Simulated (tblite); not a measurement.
C4H11NO2Si2: frequency calculation

System: C4H11NO2Si2.
Method: GFN2-xTB harmonic vibrations, gas phase (tblite 0.8.0).

It belongs to a series of runs on one base structure; here: H on C replaced by CHO.

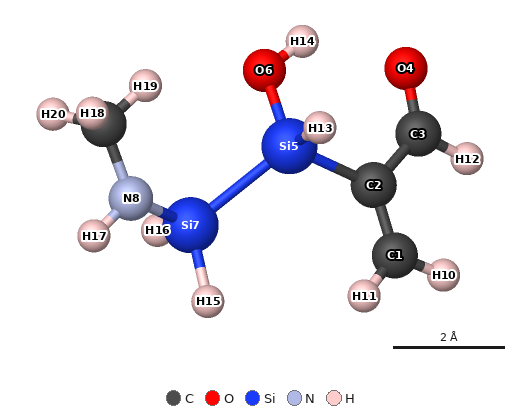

Fig. 1: The structure as given in the input (ball-and-stick view, seen at a tilt; atoms are numbered from 1 in the order of the input).

**Results in brief**

```tsv
quantity	value
outcome	converged
total energy	−780.6723 eV
zero-point energy	89.1050 kcal/mol
hardware	1 CPU thread, shared host
wall time	1 s
peak memory	0.18 GiB
```

**The input**
```
{"job": {"kind": "ir", "xc": "GFN2-xTB", "basis": "xTB"}, "charge": 0, "multiplicity": 1}
C     -2.672946    -0.712416    -1.203348
C     -2.176792     0.176137    -0.341847
C     -3.111516     0.888541     0.522205
O     -2.806029     1.721155     1.345678
Si    -0.323679     0.601809    -0.170847
O     -0.069327     1.236332     1.303737
Si     0.992993    -1.275473    -0.311546
N      2.580422    -0.719545    -0.664496
C      3.278486     0.280369     0.109776
H     -3.733116    -0.914999    -1.278601
H     -2.033302    -1.270879    -1.865651
H     -4.177922     0.614565     0.381018
H     -0.153553     1.665859    -1.183418
H     -0.790438     1.729320     1.707511
H      0.701430    -2.126312    -1.474472
H      0.891995    -2.168920     0.866373
H      3.225597    -1.370411    -1.086975
H      3.967157     0.836447    -0.530681
H      2.552924     0.974413     0.527882
H      3.852468    -0.155312     0.934969
```

The first line tells a small driver script what to run in tblite; the rest is the geometry in Å.

Launched with:
```bash
OMP_NUM_THREADS=1 python <driver script> task.json out
```

**What the program printed**
```
mode    cm-1     km/mol
  1      14.2      1.18
  2      29.5      0.31
  3      63.4      1.54
  4      67.5      1.79
  5     107.4      0.77
  6     134.5      1.11
  7     158.2      6.62
  8     160.2      3.67
  9     192.6      8.06
 10     213.4     13.23
 11     308.4      2.73
 12     324.9      8.19
 13     361.8     13.78
 14     440.9     41.94
 15     465.5      1.18
 16     498.5    146.12
 17     520.5     82.27
 18     567.4     14.25
 19     592.7     21.63
 20     593.6     31.05
 21     622.8     26.59
 22     660.3    481.95
 23     696.9    116.12
 24     726.0      7.16
 25     817.2    237.79
 26     826.0    192.73
 27     852.9    296.19
 28     899.3    107.82
 29     925.6      3.68
 30     931.7     28.70
 31     952.5     35.21
 32    1066.2     20.11
 33    1110.4      2.72
 34    1162.3     78.97
 35    1223.9     82.21
 36    1364.3     44.39
 37    1365.0     23.60
 38    1418.7     16.70
 39    1425.7      0.19
 40    1489.5      1.40
 41    1505.2      2.03
 42    1644.5     58.53
 43    1721.2    277.75
 44    2075.3    246.89
 45    2113.6    460.48
 46    2186.2    304.41
 47    2727.9    199.94
 48    2912.2     65.64
 49    2965.5     59.25
 50    3035.5     21.50
 51    3045.3     41.37
 52    3118.2     23.53
 53    3437.0      2.48
 54    3490.4     90.51
```

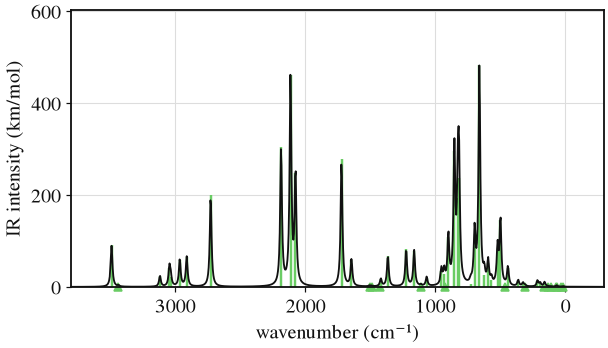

Fig. 2: Harmonic infrared spectrum, unscaled: sticks (degenerate modes added up, dark ones marked on the axis) with a Lorentzian envelope of 16 cm⁻¹ full width, scaled to the tallest stick. 54 modes from 14 to 3490 cm⁻¹, none imaginary. The strongest line is at 660 cm⁻¹ (482 km/mol).
